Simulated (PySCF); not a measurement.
Molecule: SMILES [CH3][Ge]([CH3])([CH3])/[CH]=C/B(O)O. Atoms near the plane z = 1.0 Å, at the GFN2-xTB optimised geometry (x, y, z in Å): Ge1 (-2.1, -0.7, 0.0), C3 (-2.8, 1.1, 0.0), C4 (-2.7, -1.7, 1.6), C5 (-0.1, -0.7, 0.0), C6 (0.7, 0.4, -0.1), B7 (2.3, 0.4, -0.1), O8 (3.0, -0.8, 0.0), O9 (2.9, 1.6, -0.2), H13 (-2.4, 1.7, 0.9), H14 (-3.8, 1.2, 0.0), H16 (-3.8, -1.7, 1.6), H18 (-2.3, -2.7, 1.6), H19 (0.4, -1.7, 0.0), H20 (0.2, 1.3, -0.1), H21 (2.5, -1.6, 0.1), H22 (3.8, 1.5, -0.2).

Calculation: B3LYP/def2-SVP (PySCF). The values are rescaled to run from 0 to 1.

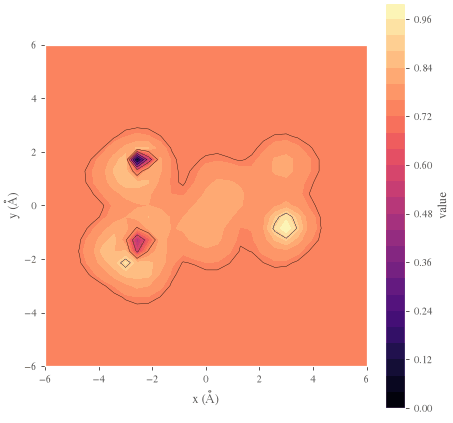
Fig. 1. a field on the plane z = 1.0 Å.

Which quantity is mapped?
(A) Laplacian of the electron density
(B) deformation density (molecule minus spherical neutral atoms)
(C) an orbital amplitude
(D) electron localisation function

A, Laplacian of the electron density. In full: Laplacian of the electron density (e/bohr⁵).
